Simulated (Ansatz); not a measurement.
## Electronic structure of AlBH4O···H2 in real space

Input

```
crystal:
  periodic: [false, false, false]
  atoms:
    - { symbol: B, position_ang: [0.016007, -0.346558, -0.330546] }
    - { symbol: H, position_ang: [0.054062, 0.078629, 2.025159] }
    - { symbol: H, position_ang: [1.025695, 0.323027, -0.407877] }
    - { symbol: H, position_ang: [-1.081645, 0.16244, -0.470165] }
    - { symbol: O, position_ang: [0.143207, -1.707213, -0.156491] }
    - { symbol: Al, position_ang: [-0.792895, -3.135108, -0.400745] }
    - { symbol: H, position_ang: [-0.069317, -4.507748, -0.108027] }
    - { symbol: H, position_ang: [-2.283071, -2.95475, -0.90964] }
    - { symbol: H, position_ang: [0.149258, -0.583319, 1.761031] }
basis:
  gaussian: { orbitals: def2-SVP }
hamiltonian:
  xc: pbe0
  dispersion: d4
relax:
  f_tol: 0.03
  max_steps: 50
output:
  orbitals: {}
```

Run with:

```sh
ansatz run input.yaml --threads 2 --pin off --max-ram 3072MiB --backend cpu --events-out ev --progress --plain --runs-dir out
```

The fields are those of the run's last geometry, not of the input's.

Method: RKS PBE0-D4/def2-SVP (Ansatz).

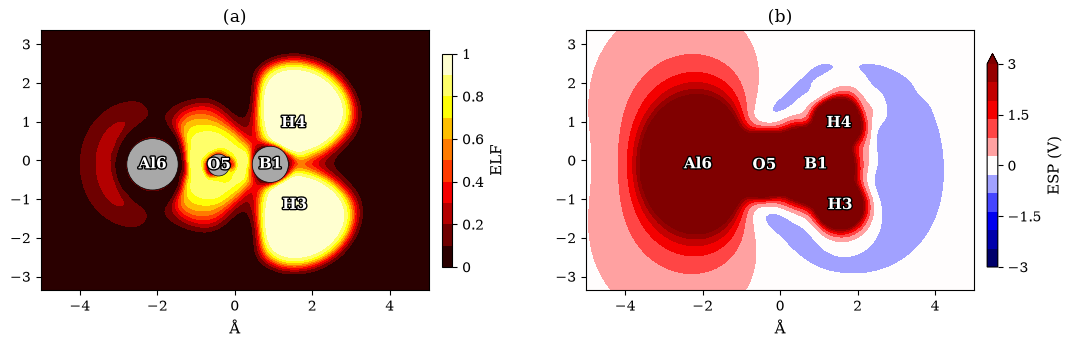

Figure 1. (a) ELF; (b) molecular electrostatic potential on the plane of atoms H3, B1 and H4. Grey discs cover the atomic cores in the ELF map.

> Read the bonding off the picture.

The plane passes through B, H, O and Al nuclei. B–O (1.34 Å): the ELF peaks at about 0.90 between the atoms, as expected for a short, strongly polar bond. Al–O (1.71 Å): the ELF peaks at about 0.90 in the valence shell of O, 0.7 Å from its nucleus, and is about 0.30 at the midpoint. B–H (1.22 Å): the ELF climbs to about 1 towards the hydrogen, as it does in any bond to H (a covalent bond by its length). Outside the dense part of the complex the potential is most negative (−0.6 V) near H4.

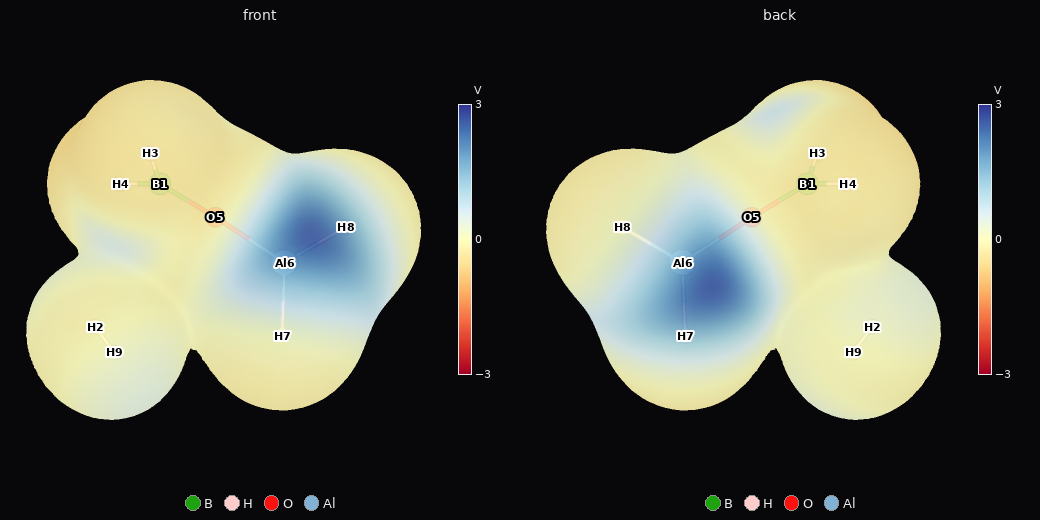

Figure 2. The electrostatic potential painted on the density surface at 0.001 e/bohr³, seen from the front and from behind; the colour scale runs from red (negative) to blue (positive).

> Which sites attract a positive test charge, and which a negative one?

A positive charge is drawn to the negative regions and a negative charge to the positive ones. The most negative region (about −0.5 V) lies over H3 and H4, the most positive (about +2.5 V) over Al6.

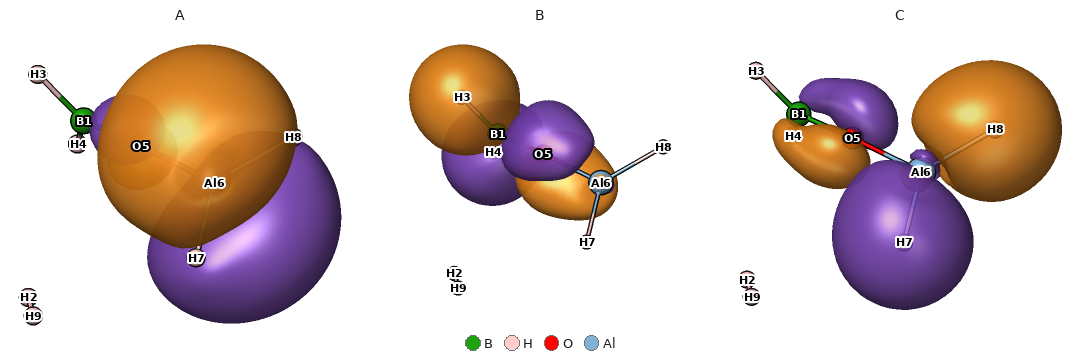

Figure 3. Three frontier orbitals at ±0.08 Å⁻³ᐟ² (orange and purple are the two phases), in no order.

> Order the three orbitals by energy and name them.

C is the HOMO−1 (−8.69 eV). Its weight (Hirshfeld) is mainly on Al6 (about 30 %), H7 (about 30 %), H8 (about 30 %) and O5 (about 5 %). B is the HOMO (−7.88 eV). Its weight (Hirshfeld) is mainly on O5 (about 30 %), B1 (about 25 %), H3 (about 20 %) and H4 (about 20 %). A is the LUMO (−1.25 eV). Its weight (Hirshfeld) is mainly on Al6 (about 80 %) and O5 (about 5 %).

> What is the HOMO–LUMO gap?

6.63 eV between the orbital energies.

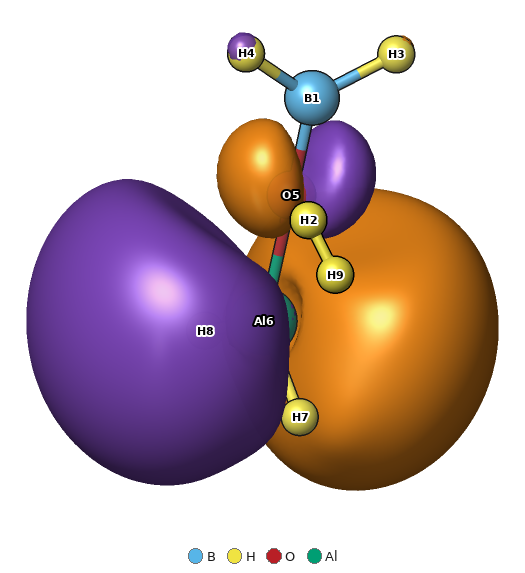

Figure 4. The LUMO at ±0.06 Å⁻³ᐟ² (orange and purple are the two phases), seen at an oblique angle.

> What is the character of this orbital?

Its weight (Hirshfeld) is mainly on Al6 (about 80 %) and O5 (about 5 %). Its energy is −1.25 eV.
